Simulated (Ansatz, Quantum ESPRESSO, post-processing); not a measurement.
# K(110), 4 layers, one monolayer of Cl on longbridge sites against a metal electrode, part 4 of 6

How does the Fermi level of K(110), 4 layers, one monolayer of Cl on longbridge sites move as charge is added against a counter-electrode?

Quantum ESPRESSO 7.5; plane-wave DFT, PBE, GBRV ultrasoft pseudopotentials; geometry by Ansatz 0.2.0 with PAW datasets.

So far. Step 8 (Self-consistent run: charge 0.116 e): The electrode's potential over the Fermi level goes from 6.474 to 9.747 eV, the far face's from 2.438 to 2.433 eV. Step 8 (Self-consistent run: charge 0.116 e): Gauss's law asks for a slope of 180.95 q/A = 1.085 eV/Å in the gap; the run gives 1.086.

### 9. Potential against charge, and the capacitance

This step gave:

| Quantity | Value |
| --- | --- |
| mean capacitance (straight-line fit) | 1.498 μF/cm² |
| effective gap ε₀/C | 5.909 Å |

The electrode's potential less the Fermi level by charge of the slab:

```
charge of the slab (1e13 e/cm²)  electrode's potential less the Fermi level (eV)
                          -1.50                                             1.74
                           0.00                                             3.29
                           1.50                                             4.87
                           3.00                                             6.47
                           6.00                                             9.75
```

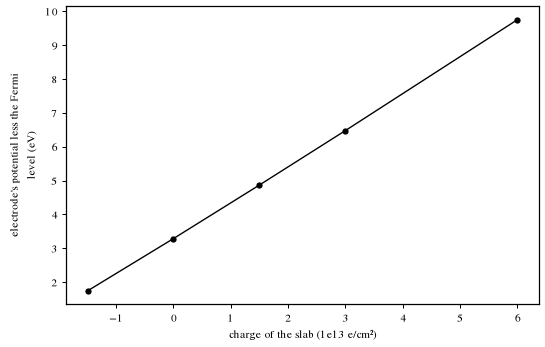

Electrode's potential less the Fermi level against charge of the slab.

Table of differential capacitance by charge of the slab:

| charge of the slab (1e13 e/cm²) | differential capacitance (μF/cm²) |
| --- | --- |
| -0.75 | 1.55 |
| 0.75 | 1.52 |
| 2.25 | 1.49 |
| 4.50 | 1.47 |

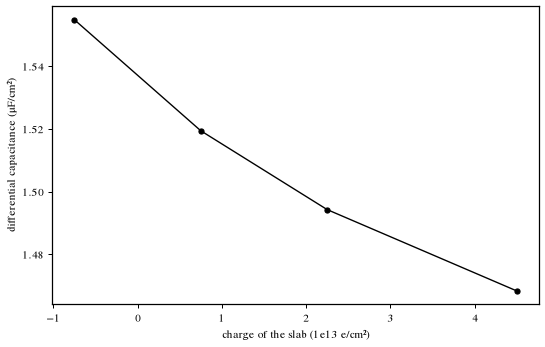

Differential capacitance, plotted against charge of the slab.

### 10. SCF with pw.x: constant Fermi level -3.0 eV

GC-SCF turns the question round: the Fermi level is set (gcscf_mu, against the electrode) and the charge is found.

mu0.in

```
&control
  prefix = 'mu0'
  outdir = './out'
  pseudo_dir = './pseudo'
  calculation = 'scf'
  tprnfor = .true.
/
&system
  ibrav = 0
  nat = 5
  ntyp = 2
  ecutwfc = 40
  ecutrho = 200
  occupations = 'smearing'
  smearing = 'mv'
  degauss = 0.02
  assume_isolated = 'esm'
  esm_bc = 'bc3'
  lgcscf = .true.
  gcscf_mu = -3.0
  gcscf_conv_thr = 0.001
/
&electrons
  conv_thr = 1e-09
  mixing_beta = 0.2
  electron_maxstep = 160
  mixing_mode = 'TF'
  diagonalization = 'rmm-davidson'
  diago_rmm_conv = .false.
  diago_full_acc = .true.
/
ATOMIC_SPECIES
  K   39.0983  k_pbe_v1.4.uspp.F.UPF
  Cl  35.4500  cl_pbe_v1.4.uspp.F.UPF
CELL_PARAMETERS angstrom
  3.69816846560000 -2.61500000000000 0.00000000000000
  3.69816846560000 2.61500000000000 0.00000000000000
  0.00000000000000 0.00000000000000 29.09450539680000
ATOMIC_POSITIONS crystal
  K   0.000000000000 0.000000000000 -0.078916660353
  K   0.500000000000 0.500000000000 0.048192167047
  K   -0.000000000000 -0.000000000000 0.176335380334
  K   0.500000000000 0.500000000000 0.285589566662
  Cl  0.000000000000 0.000000000000 0.299927463331
K_POINTS automatic
  6 6 1 0 0 0
```

Run with:

```bash
> OMP_NUM_THREADS=1 mpirun -n 4 pw.x -nk 2 -in mu0.in > mu0.out
```

The program printed:

```text
[banner, memory and clock lines left out]
Program PWSCF v.7.5 starts
[citation notice left out]

[...]
Message from routine iosys:
[...]
Message from routine setup:
[...]
bravais-lattice index     =            0
     lattice parameter (alat)  =       8.5592  a.u.
     unit-cell volume          =    3797.4841 (a.u.)^3
     number of atoms/cell      =            5
     number of atomic types    =            2
     number of electrons       =        43.00
     number of Kohn-Sham states=           26
     kinetic-energy cutoff     =      40.0000  Ry
     charge density cutoff     =     200.0000  Ry
     scf convergence threshold =      1.0E-09
     mixing beta               =       0.2000
     number of iterations used =            8  TF        mixing
     Exchange-correlation=  SLA  PW   PBX  PBC
                           (   1   4   3   4   0   0   0)

     Effective Screening Medium Method
     Boundary Conditions: Vacuum-Slab-Metal
     total charge in unit cell        =   0.0000
     grid points for fit at edges     =        4

     >>>>> Grand-Canonical SCF is activated <<<<<
     Initial Total Charge  =     0.000000 e
     Target Fermi Energy   =    -3.000000 eV
     Thr. of Fermi Energy  =     0.001000 eV
     Wave-shift of Kerker  =     0.400000 bohr^-1
     Wave-shift of Hartree =     1.500000 bohr^-1
     Mixing Rate of Fermi  =     0.050000

[...]
PseudoPot. # 1 for K  read from file:
     ./pseudo/k_pbe_v1.4.uspp.F.UPF
     Pseudo is Ultrasoft + core correction, Zval =  9.0
     Generated by new atomic code, or converted to UPF format
     Using radial grid of  841 points,  6 beta functions with:
                l(1) =   0
                l(2) =   0
                l(3) =   1
                l(4) =   1
                l(5) =   2
                l(6) =   2
     Q(r) pseudized with  6 coefficients,  rinner =    1.500   1.500   1.500
                                                       1.500   1.500

     PseudoPot. # 2 for Cl read from file:
     ./pseudo/cl_pbe_v1.4.uspp.F.UPF
     Pseudo is Ultrasoft + core correction, Zval =  7.0
     Generated by new atomic code, or converted to UPF format
     Using radial grid of  909 points,  6 beta functions with:
                l(1) =   0
                l(2) =   0
                l(3) =   1
                l(4) =   1
                l(5) =   2
                l(6) =   2
     Q(r) pseudized with  8 coefficients,  rinner =    1.300   1.300   1.300
                                                       1.300   1.300

     atomic species   valence    mass     pseudopotential
     K                 9.00    39.09830     K ( 1.00)
     Cl                7.00    35.45000     Cl( 1.00)

      4 Sym. Ops. (no inversion) found

[...]
number of k points=    13  Marzari-Vanderbilt smearing, width (Ry)=  0.0200
[...]
Dense  grid:   181459 G-vectors     FFT dimensions: (  40,  40, 250)

     Smooth grid:   129743 G-vectors     FFT dimensions: (  36,  36, 225)

     Initial potential from superposition of free atoms

     starting charge      40.9863, renormalised to      43.0000

     negative rho (up, down):  1.703E-02 0.000E+00
     Starting wfcs are   36 randomized atomic wfcs

     per-process dynamical memory:    91.3 Mb

     Self-consistent Calculation

     iteration #  1     ecut=    40.00 Ry     beta= 0.20
     Davidson diagonalization with overlap
     c_bands:  2 eigenvalues not converged
     c_bands:  3 eigenvalues not converged
     c_bands:  4 eigenvalues not converged
     c_bands:  5 eigenvalues not converged
     c_bands:  3 eigenvalues not converged
     c_bands:  4 eigenvalues not converged
     c_bands:  3 eigenvalues not converged
     ethr =  1.00E-05,  avg # of iterations =180.0

     negative rho (up, down):  1.769E-02 0.000E+00

     total energy              =    -244.62093852 Ry
     estimated scf accuracy    <       2.39818163 Ry

     total charge of GC-SCF    =      -0.07976968 e
     the Fermi energy          =     -15.32098498 eV
                        (error :      12.32098498 eV)

     iteration #  2     ecut=    40.00 Ry     beta= 0.20
[...]
c_bands:  1 eigenvalues not converged
     c_bands:  3 eigenvalues not converged
     c_bands:  4 eigenvalues not converged
     c_bands:  2 eigenvalues not converged
     c_bands:  3 eigenvalues not converged
     c_bands:  4 eigenvalues not converged
     c_bands:  3 eigenvalues not converged
[...]
negative rho (up, down):  2.138E-02 0.000E+00

[...]
total energy              =    -262.33342608 Ry
     estimated scf accuracy    <       0.30890793 Ry

     total charge of GC-SCF    =      -0.05983650 e
     the Fermi energy          =       2.89351282 eV
                        (error :       5.89351282 eV)

     iteration #  3     ecut=    40.00 Ry     beta= 0.20
     RMM-DIIS diagonalization
     c_bands:  2 eigenvalues not converged
     c_bands:  4 eigenvalues not converged
     c_bands:  4 eigenvalues not converged
     c_bands:  3 eigenvalues not converged
     c_bands:  3 eigenvalues not converged
     c_bands:  5 eigenvalues not converged
     c_bands:  4 eigenvalues not converged
[...]
negative rho (up, down):  2.101E-02 0.000E+00

[...]
total energy              =    -261.92038175 Ry
     estimated scf accuracy    <       0.19095408 Ry

     total charge of GC-SCF    =      -0.05071517 e
     the Fermi energy          =       0.18900862 eV
                        (error :       3.18900862 eV)

     iteration #  4     ecut=    40.00 Ry     beta= 0.20
     RMM-DIIS diagonalization
     c_bands:  4 eigenvalues not converged
     c_bands:  4 eigenvalues not converged
     c_bands:  5 eigenvalues not converged
     c_bands:  4 eigenvalues not converged
     c_bands:  3 eigenvalues not converged
     c_bands:  2 eigenvalues not converged
[...]
negative rho (up, down):  1.955E-02 0.000E+00

[...]
total energy              =    -261.53554991 Ry
     estimated scf accuracy    <       0.11876885 Ry

     total charge of GC-SCF    =      -0.04494618 e
     the Fermi energy          =      -0.97728182 eV
                        (error :       2.02271818 eV)

     iteration #  5     ecut=    40.00 Ry     beta= 0.20
[...]
c_bands:  2 eigenvalues not converged
[...]
negative rho (up, down):  1.863E-02 0.000E+00

[...]
total energy              =    -261.54949452 Ry
     estimated scf accuracy    <       0.05472425 Ry

     total charge of GC-SCF    =      -0.04225504 e
     the Fermi energy          =      -2.07471243 eV
                        (error :       0.92528757 eV)

     iteration #  6     ecut=    40.00 Ry     beta= 0.20
     RMM-DIIS diagonalization
     c_bands:  1 eigenvalues not converged
     c_bands:  2 eigenvalues not converged
     c_bands:  1 eigenvalues not converged
[...]
negative rho (up, down):  1.671E-02 0.000E+00

[...]
total energy              =    -261.45604560 Ry
     estimated scf accuracy    <       0.03129253 Ry

     total charge of GC-SCF    =      -0.03223768 e
     the Fermi energy          =      -2.13287859 eV
                        (error :       0.86712141 eV)

[...]
iteration # 35     ecut=    40.00 Ry     beta= 0.20
[...]
c_bands:  1 eigenvalues not converged
     c_bands:  1 eigenvalues not converged
     c_bands:  1 eigenvalues not converged
     c_bands:  1 eigenvalues not converged
     c_bands:  1 eigenvalues not converged
[...]
negative rho (up, down):  1.545E-02 0.000E+00

[...]
total energy              =    -261.45912066 Ry
     estimated scf accuracy    <          4.7E-09 Ry

     total charge of GC-SCF    =      -0.00542153 e
     the Fermi energy          =      -2.99877769 eV
                        (error :       0.00122231 eV)

     iteration # 36     ecut=    40.00 Ry     beta= 0.20
     RMM-DIIS diagonalization
     c_bands:  1 eigenvalues not converged
     c_bands:  2 eigenvalues not converged
     c_bands:  2 eigenvalues not converged
     c_bands:  2 eigenvalues not converged
     c_bands:  1 eigenvalues not converged
[...]
negative rho (up, down):  1.545E-02 0.000E+00

[...]
total energy              =    -261.45912275 Ry
     estimated scf accuracy    <          1.4E-09 Ry

     total charge of GC-SCF    =      -0.00539949 e
     the Fermi energy          =      -2.99885929 eV
                        (error :       0.00114071 eV)

     iteration # 37     ecut=    40.00 Ry     beta= 0.20
     RMM-DIIS diagonalization
     c_bands:  1 eigenvalues not converged
     c_bands:  1 eigenvalues not converged
     c_bands:  2 eigenvalues not converged
     c_bands:  1 eigenvalues not converged
     c_bands:  1 eigenvalues not converged
[...]
negative rho (up, down):  1.545E-02 0.000E+00

[...]
total energy              =    -261.45911972 Ry
     estimated scf accuracy    <          1.7E-09 Ry

     total charge of GC-SCF    =      -0.00538713 e
     the Fermi energy          =      -2.99911527 eV
                        (error :       0.00088473 eV)

     iteration # 38     ecut=    40.00 Ry     beta= 0.20
     RMM-DIIS diagonalization
     c_bands:  1 eigenvalues not converged
     c_bands:  1 eigenvalues not converged
     c_bands:  1 eigenvalues not converged
     c_bands:  1 eigenvalues not converged
     c_bands:  1 eigenvalues not converged
[...]
negative rho (up, down):  1.547E-02 0.000E+00

[...]
End of self-consistent calculation

          k = 0.0000 0.0000 0.0000 ( 16277 PWs)   bands (ev):

   -35.3247 -35.1895 -35.1438 -34.1754 -18.8259 -18.8147 -18.7670 -18.7615
   -18.6518 -18.6470 -18.6350 -18.6070 -18.6009 -18.5884 -17.8085 -17.7183
   -17.6637  -7.1425  -6.7545  -6.4789  -5.0030  -4.4100  -3.4817  -2.2892
    -1.5089  -0.8219

          k = 0.1021 0.1443 0.0000 ( 16245 PWs)   bands (ev):

   -35.3241 -35.1889 -35.1432 -34.1741 -19.0395 -18.8130 -18.7781 -18.7643
   -18.6616 -18.6583 -18.6402 -18.6099 -18.6073 -18.5930 -17.7654 -17.6718
   -17.4534  -7.1666  -6.8805  -6.6947  -4.7435  -4.1561  -3.2300  -2.1185
    -1.2821  -0.6319

[...]
the Fermi energy is    -2.9993 ev

!    total energy              =    -261.45909506 Ry
     estimated scf accuracy    <          8.3E-10 Ry

!    total charge of GC-SCF    =      -0.00528716 e
     smearing contrib. (-TS)   =      -0.00058850 Ry
     internal energy E=F+TS    =    -261.45850656 Ry

     The total energy is F=E-TS. E is the sum of the following terms:
     one-electron contribution =  -10445.45850873 Ry
     hartree contribution      =    5219.32733817 Ry
     xc contribution           =     -45.53277353 Ry
     ewald contribution        =    5010.20427174 Ry
     pot.stat. contrib. (-muN) =       0.00116580 Ry

     convergence has been achieved in  38 iterations

     negative rho (up, down):  1.547E-02 0.000E+00

     Forces acting on atoms (cartesian axes, Ry/au):

     atom    1 type  1   force =     0.00000000    0.00000000   -0.00062756
     atom    2 type  1   force =     0.00000000    0.00000000    0.00046668
     atom    3 type  1   force =     0.00000000    0.00000000    0.00000362
     atom    4 type  1   force =     0.00000000    0.00000000   -0.00067809
     atom    5 type  2   force =     0.00000000    0.00000000    0.00082811

     Total force =     0.001326     Total SCF correction =     0.000127

[...]
```

Wall time 12 min (4 MPI ranks of Arm Neoverse V2, shared host); peak memory 1 GiB.

This step gave:

| Property | Result |
| --- | --- |
| Fermi energy | -2.999 eV |
| charge found by GC-SCF | -0.005287 e |
| vacuum line at the lower end of the cell, over the Fermi level | 2.437 eV |
| slope of the potential above | -0.04946 eV/Å |
| vacuum line at the upper end of the cell, over the Fermi level | 2.999 eV |

The potential energy, planar mean oscillates, so the rows of the table below give means over windows of 2 Å about each position, cut where the curve ends. Its maxima inside the range that stand out by 2 % of the span (Å: eV): -0.5: 1.82, 3.3: 1.85, 6.9: 1.04. Its minima: -2.3: -7.90, 1.4: -7.85, 5.1: -7.83, 8.5: -13.0.

Electrostatic potential energy of an electron; zero at the Fermi level. Potential energy, planar mean against z; means over each step:

```
z (Å)  potential energy, planar mean (eV)
  -14                                2.44
  -12                                2.44
  -10                                2.44
   -8                                2.43
   -6                                2.38
   -4                                1.29
   -2                               -3.35
    0                               0.626
    2                               -2.68
    4                              -0.314
    6                               -2.01
    8                               -5.71
   10                                1.43
   12                                3.12
   14                                3.04
```

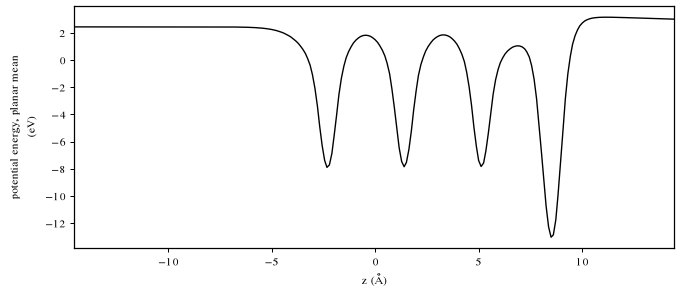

Potential energy, planar mean, plotted against z.

Gauss's law asks for a slope of 180.95 q/A = -0.049 eV/Å in the gap; the run gives -0.049.

(Continued in part 5 of 6.)

[Logs are printed without paths, hosts, clocks, repeated set-up lines and the standing remarks that a program may print on its own settings, such as how far it seeks lower states.]

[Hosts, paths, dates, database ids (printed as entryN), source tags and the programs' standing remarks are cut or masked in the printed files.]

[Maps of the electrostatic potential energy from Ansatz leave out the sawtooth potential of an applied field or a dipole correction, so their vacuum need not be flat; planar profiles and work functions include it.]
